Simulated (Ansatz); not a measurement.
# Ionic liquid triethylsulfonium TFSI- with water: a series in density

How do energy, pressure, forces, levels, charges and cost follow the density?

Computed with Ansatz 0.2.0: Kohn-Sham DFT, PBE+D4, PAW (set soft_2). Every run is a single point, with the atoms held where the recipe put them (cutoff of the plane-wave runs 420 eV, fixed occupations).

First member: 3 triethylsulfonium, 3 TFSI-, 3 H2O placed at random, at 1.3 g/cm³; overlaps pushed apart, then 10 ps at 700 K with MMFF94 bonds, angles, torsions, charges and radii (Halgren, J. Comput. Chem. 17, 490 (1996)) in harmonic and 12-6 forms; SPC/E water (Berendsen, Grigera and Straatsma, J. Phys. Chem. 91, 6269 (1987)); charges of ions scaled by 0.8. Snapshot after 30 ps at 300 K and fixed volume.

Last member: 3 triethylsulfonium, 3 TFSI-, 3 H2O placed at random, at 1.74 g/cm³; overlaps pushed apart, then 10 ps at 700 K with MMFF94 bonds, angles, torsions, charges and radii (Halgren, J. Comput. Chem. 17, 490 (1996)) in harmonic and 12-6 forms; SPC/E water (Berendsen, Grigera and Straatsma, J. Phys. Chem. 91, 6269 (1987)); charges of ions scaled by 0.8. Snapshot after 30 ps at 300 K and fixed volume.

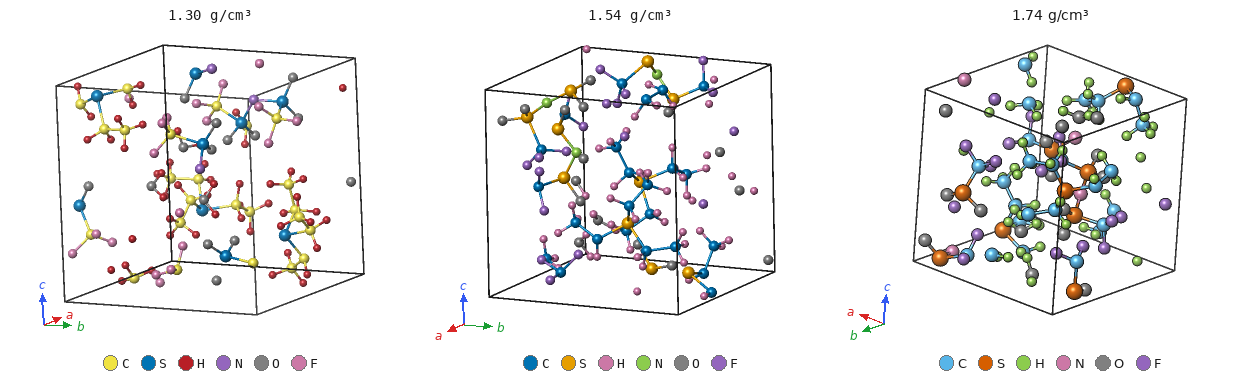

Three members of the series, labelled by density. Bonds to atoms that aren't drawn are left out. Some periodic images of atoms are drawn too.

The members:

| density (g/cm³) | reduced formula | atoms | valence electrons | k-mesh | basis | density (g/cm³) |
| --- | --- | --- | --- | --- | --- | --- |
| 1.304 | H17C8S3NO5F6 | 120 | 432 | 1×1×1 | plane waves | 1.30 |
| 1.377 | H17C8S3NO5F6 | 120 | 432 | 1×1×1 | plane waves | 1.38 |
| 1.449 | H17C8S3NO5F6 | 120 | 432 | 1×1×1 | plane waves | 1.45 |
| 1.536 | H17C8S3NO5F6 | 120 | 432 | 1×1×1 | plane waves | 1.54 |
| 1.623 | H17C8S3NO5F6 | 120 | 432 | 1×1×1 | plane waves | 1.62 |
| 1.739 | H17C8S3NO5F6 | 120 | 432 | 1×1×1 | plane waves | 1.74 |

Each cell is one sample from a classical run, so sample-to-sample scatter enters every column; pressures lack the kinetic term, and hold the strain of bonds inside molecules, whose lengths the classical model set.

The input of the first member, without its atom lines; other members have their own cell and atoms, and may differ in mesh, basis and outputs:

```yaml
crystal:
  lattice:
    - [11.68281, 0.0, 0.0]
    - [0.0, 11.68281, 0.0]
    - [0.0, 0.0, 11.68281]
  atoms:
    [... 120 lines ...]
kpoints:
  mp_grid: { grid: [1, 1, 1] }
hamiltonian:
  xc: pbe
  dispersion: d4
scf:
  occupations: { method: fixed }
output:
  forces: true
  stress: true
  populations: true
  dos:
    method: { smearing: { sigma: 0.1 } }
    de: 0.1
    projected: { site_lists: { C: [C], F: [F], H: [H], "N": ["N"], O: [O] } }
  eigenvalues: true
  write_density: true
  write_potential: true
  volumetric_format: npy
```

**Question.** How do the results, the time and the memory go along the series?

Results; charges are mean Löwdin charges in e:

| density (g/cm³) | energy less the first member's (meV/atom) | pressure (GPa) | r.m.s. force (eV/Å) | gap (eV) | q(S) | q(N) | q(H) |
| --- | --- | --- | --- | --- | --- | --- | --- |
| 1.304 | 0.0 | 1.81 | 0.896 | 2.80 | +1.74 | -0.87 | +0.24 |
| 1.377 | 0.4 | 1.98 | 0.896 | 2.54 | +1.72 | -0.87 | +0.24 |
| 1.449 | 2.3 | 1.94 | 0.991 | 2.79 | +1.73 | -0.88 | +0.23 |
| 1.536 | 0.1 | 1.72 | 0.902 | 2.75 | +1.71 | -0.85 | +0.23 |
| 1.623 | -0.5 | 1.87 | 0.969 | 3.09 | +1.74 | -0.86 | +0.23 |
| 1.739 | -10.5 | 2.74 | 0.949 | 4.24 | +1.75 | -0.88 | +0.22 |

The gap is that between the highest filled and lowest empty Kohn-Sham level on the run's k-points, and semilocal functionals tend to put gaps under measured ones. Atoms aren't relaxed at this level, so pressure against density here is no equation of state. The projection misses up to 0.056 e an atom, so the charges add up to more than the cell's charge.

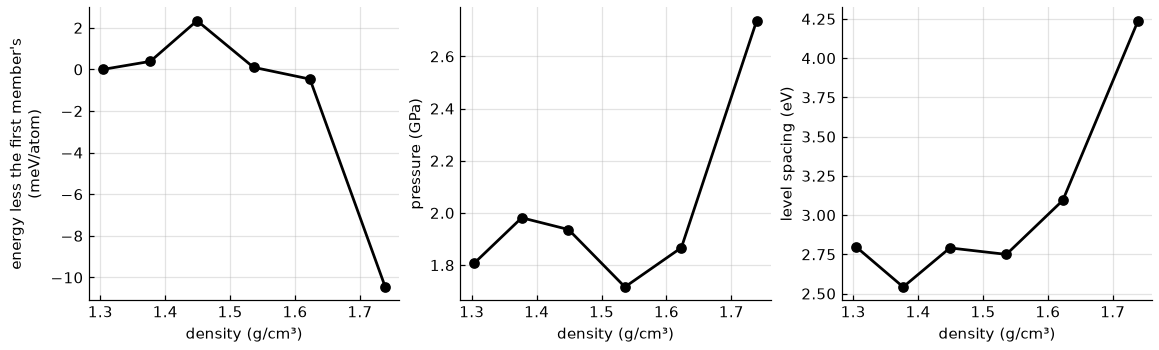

Results against density.

Cost on 8 threads of Arm Neoverse V1, shared host:

| density (g/cm³) | atoms | basis | k-mesh | SCF cycles | time | host memory (GiB) |
| --- | --- | --- | --- | --- | --- | --- |
| 1.304 | 120 | plane waves | 1×1×1 | 11 | 13 s | 1.9 |
| 1.377 | 120 | plane waves | 1×1×1 | 10 | 13 s | 1.9 |
| 1.449 | 120 | plane waves | 1×1×1 | 10 | 13 s | 1.8 |
| 1.536 | 120 | plane waves | 1×1×1 | 11 | 12 s | 1.7 |
| 1.623 | 120 | plane waves | 1×1×1 | 11 | 13 s | 1.6 |
| 1.739 | 120 | plane waves | 1×1×1 | 10 | 12 s | 1.5 |

Times include the outputs that each run asked for, on hosts shared with other jobs.

**Reading.** The energy against the first member is lowest at 1.74 g/cm³ (-10.5 meV/atom) and highest at 1.45 g/cm³ (2.3 meV/atom); each member is a single configuration. The gap is lowest at 1.38 g/cm³ (2.54 eV) and highest at 1.74 g/cm³ (4.24 eV); in single samples it varies with the configuration. The mean charge on S is lowest at 1.54 g/cm³ (+1.71 e) and highest at 1.74 g/cm³ (+1.75 e), with no steady trend. The pressure is lowest at 1.54 g/cm³ (1.7 GPa) and highest at 1.74 g/cm³ (2.7 GPa), with no steady trend.

Caveats: The network of contacts between molecules at the start is that of the classical potential that made the cell, and needn't be the one that DFT or experiment would give. The cells aren't relaxed by DFT, which could reorder their energies.

[Logs are printed without paths, hosts, clocks, repeated set-up lines and the standing remarks that a program may print on its own settings, such as how far it seeks lower states.]

[Hosts, paths, dates, database ids (printed as entryN), source tags and the programs' standing remarks are cut or masked in the printed files.]

[The MMFF94 radii named for the starting cell were scaled by 0.96; in molecules described by MMFF94, hydrogen bound to N, O or S took a small fixed 12-6 site in their place.]
